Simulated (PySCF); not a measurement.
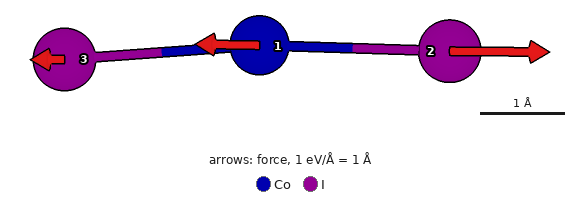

Starting geometry of CoI$_{2}$ (multiplicity 4) with the computed forces as red arrows. Style: ball-and-stick. Shown at a tilt.

The start comes from GFN2-xTB. Its atoms were then displaced at random by about 0.03 Å.

Level of theory: PBE0-D3(BJ)/def2-SVP geometry optimisation, gas phase in PySCF 2.14.0, density-fitted response routines. 

What follows when this structure is relaxed?

It isn't relaxed: the largest force vector, on I2, is 1.24 eV/Å. The final displacements follow the starting forces only in part (cosine between the two patterns 0.63). The atom that moves furthest after the best rigid fit is I2 (0.086 Å). By element the largest moves are I 0.086 Å, Co 0.080 Å. Among the contacts that change: Co1–I2 2.337 → 2.431 Å, Co1–I3 2.395 → 2.430 Å. Among the angles between lasting bonds that change: I2–Co1–I3 174.2° → 179.8°. The energy falls by 6.51 kJ/mol in 5 geometry steps. Cost: 56 s on 1 thread of Intel(R) Xeon(R) 6975P-C, on a shared host.
